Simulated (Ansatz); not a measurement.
## Profile along the As–In line in InAs (zinc blende)

InAs (zinc blende)

Space group F-43m (No. 216); a = 6.0869 Å, b = 6.0869 Å, c = 6.0869 Å, α = 90.00°, β = 90.00°, γ = 90.00°

| atom | site | symmetry | x | y | z |
|---|---|---|---|---|---|
| As | 4c | -43m | 0.2500 | 0.2500 | 0.2500 |
| In | 4a | -43m | 0.0000 | 0.0000 | 0.0000 |
(The calculation used a cell of 2 atoms; values per cell refer to that cell.)

Fields along a shortest As–In line of a {110} plane (2.64 Å), from As to In, interpolated on the slice's grid (step about 0.2 Å). All values below come from PBEsol (plane waves to 420 eV, PAW, scalar-relativistic; Ansatz, a first-principles code). k mesh 9×9×9. These are valence fields of a PAW run, semicore shells included where kept as valence: close to a nucleus they are smooth pseudo fields. At this level the bands of InAs touch or barely overlap; measurements give the solid a gap. InAs was relaxed with its symmetry unable to fall.

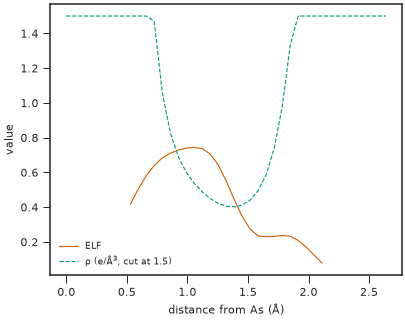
ELF (away from the nuclei) and valence density from As to In.

Density on the As–In line (2.64 Å) at its density minimum, 1.4 Å from As: 0.40 e/Å³. ELF at that point: 0.4. ELF maximum in the middle third of the As–In line: 0.74, 1.1 Å from As.
